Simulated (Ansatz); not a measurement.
# SiCl2 (SMILES Cl[Si]Cl) at PBE0/STO-3G

Aim: the energy change on altering one bond length of SiCl2 at PBE0/STO-3G, from 2 runs. 

The calculation is run with Ansatz 0.2.0.

39 further runs of the same task are left out: 5 that didn't finish, 34 set aside as unsound or not needed.

### Step 1. Starting point

SiCl2 has 3 atoms, charge 0, and is taken as a singlet. As SMILES, `Cl[Si]Cl`. The coordinates come from a PBE0-D4/def2-TZVP relaxation.

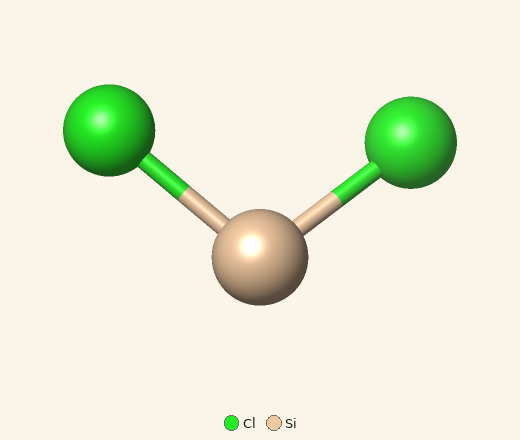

Viewed from a chosen angle; chlorine green, silicon light orange.

### Step 2. The energy at PBE0/STO-3G

run.yaml

```yaml
crystal:
  periodic: [false, false, false]
  atoms:
    - {symbol: Cl, position_ang: [0.293800, 1.603800, 0.338000]}
    - {symbol: Si, position_ang: [-0.770100, -0.010400, -0.422000]}
    - {symbol: Cl, position_ang: [0.476300, -1.593400, 0.084000]}
basis:
  gaussian:
    orbitals: STO-3G
hamiltonian:
  xc: pbe0
accuracy: high
```

Launch:

```
$ ansatz run run.yaml --threads 1 --pin off --max-ram 2610MiB --events-out events.jsonl --progress --plain --runs-dir runs
```

What it wrote:

```text
Warning: RAYON_NUM_THREADS=1 ignored (pool sized by the plan → 1); use --threads N
Functional definition: PBE0
  name "PBE0"
  parameter a = 0.25
  parameter kappa = 0.804
  parameter beta = 0.06672455060314922
  exchange = (1 - a)*pbe_x(kappa = kappa, mu = beta*pi^2/3) + a*exact_x
  correlation = pbe_c(beta = beta)
481 factors; integrals over basis functions are off by at most 1.5e-8 eV
mean field evaluation 1: about -32547.7468 eV, gradient 2.1e1 eV
mean field evaluation 2: about -32546.1433 eV, gradient 3.1e1 eV
mean field evaluation 4: about -32550.2286 eV, gradient 6.5e-2 eV
mean field evaluation 8: about -32550.2392 eV, gradient 2.4e-4 eV
mean field evaluation 16: about -32550.2392 eV, gradient 1.8e-8 eV
mean field -32550.23922379 eV, -1196.1992281298 hartree, gradient 1.8e-8 eV, S^2 0.000000; 0 other end points of the search recorded, 0 dependent functions left out
reference -32550.23922501 eV, -1196.1992281744 hartree; 24, 24 occupied and 3, 3 virtual orbitals, 481 factors
Total energy: -32550.23922501 eV, -1196.1992281744 hartree
```

Run time: 1.3 s. Hardware: 1 thread of Arm Neoverse V1, shared host; peak memory 0.099 GiB.

### Step 3. The distorted shape

input.yaml

```yaml
crystal:
  periodic: [false, false, false]
  atoms:
    - {symbol: Cl, position_ang: [0.559770, 2.007342, 0.527996]}
    - {symbol: Si, position_ang: [-0.770100, -0.010400, -0.422000]}
    - {symbol: Cl, position_ang: [0.476300, -1.593400, 0.084000]}
basis:
  gaussian:
    orbitals: STO-3G
hamiltonian:
  xc: pbe0
accuracy: high
```

Launch:

```
$ ansatz run input.yaml --threads 1 --pin off --max-ram 2610MiB --events-out events.jsonl --progress --plain --runs-dir runs
```

What it wrote (excerpt; [...] marks lines left out):

```text
Warning: RAYON_NUM_THREADS=1 ignored (pool sized by the plan → 1); use --threads N
[... 7 set-up lines as earlier in the session ...]
469 factors; integrals over basis functions are off by at most 1.5e-8 eV
mean field evaluation 1: about -32544.9984 eV, gradient 2.2e1 eV
mean field evaluation 2: about -32489.7878 eV, gradient 9.4e1 eV
mean field evaluation 4: about -32549.0272 eV, gradient 1.6e0 eV
mean field evaluation 8: about -32549.0477 eV, gradient 2.3e-2 eV
mean field evaluation 16: about -32549.0477 eV, gradient 1.2e-7 eV
mean field -32549.04768822 eV, -1196.1554400052 hartree, gradient 1.4e-8 eV, S^2 0.000000; 0 other end points of the search recorded, 0 dependent functions left out
reference -32549.04768947 eV, -1196.1554400509 hartree; 24, 24 occupied and 3, 3 virtual orbitals, 469 factors
Total energy: -32549.04768947 eV, -1196.1554400509 hartree
```

It took 1.3 s on 1 thread of Arm Neoverse V1, shared host; peak memory 0.098 GiB.

### Step 4. Summary of results

At PBE0/STO-3G:

| quantity | value |
| --- | --- |
| first shape: total energy | -1196.19923 Eh |
| distorted shape: total energy | -1196.15544 Eh |
| energy change with the Cl1–Si2 bond stretched from 2.077 to 2.597 Å | 1.192 eV |

In words: With the Cl1–Si2 bond stretched from 2.077 to 2.597 Å the energy rises by 1.19 eV (115 kJ/mol). The first shape isn't relaxed at this level, so the change isn't measured from a minimum. The minimal basis adds a large error of its own.
